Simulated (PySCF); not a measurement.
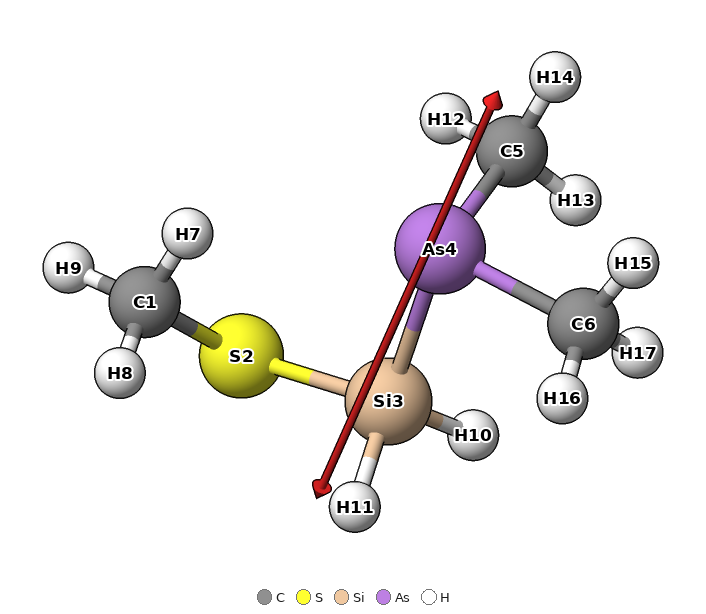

The double arrow shows the direction of the transition dipole to excited singlet state 5 (its length means nothing). The geometry was computed by an optimisation with GFN2-xTB. No frequency run is at hand to confirm it as a minimum. Method: TDDFT B3LYP/def2-SVPD, vertical, gas phase, core orbitals frozen in the response (PySCF 2.14.0).

Question: How is the transition polarised?

Answer: Nearly parallel to the Si3–As4 bond.

Question: Give its energy, strength and character.

Answer: 5.85 eV (212 nm), oscillator strength 0.052, mainly HOMO−1 → LUMO+1 (weight 0.57); transition dipole 1.53 D.

The geometry is semi-empirical. Around As, Si such bond lengths and angles can be off by a tenth of an ångström or more and by several degrees, and values that hang on the shape move with them.
